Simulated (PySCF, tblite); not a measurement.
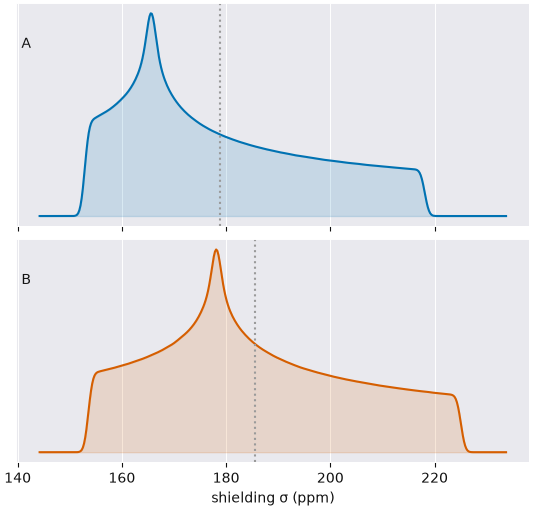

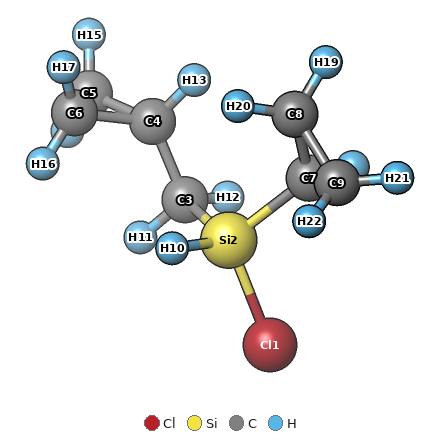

Static powder patterns (¹³C) from GIAO shielding tensors of C₇H₁₃ClSi, SMILES Cl[Si@H](CC1CC1)C1CC1, PBE0/pcSseg-1 in PySCF 2.14.0, at a GFN2-xTB geometry (a minimum by its frequencies); absolute shielding, one fixed geometry of the isolated molecule without any motion, no dipolar terms. The dotted line is the isotropic value; skew is 3(σiso − σ22)/span.

> The panels belong to C4 and C7. Which is which?

panel A: C4, σ11, σ22, σ33 = 153, 166, 218 ppm, isotropic 179, span 65 ppm, skew 0.61; panel B: C7, σ11, σ22, σ33 = 154, 178, 225 ppm, isotropic 186, span 71 ppm, skew 0.31.

Note: the tight-binding geometry is rougher than a DFT one and adds to the error; one conformer of a flexible molecule.
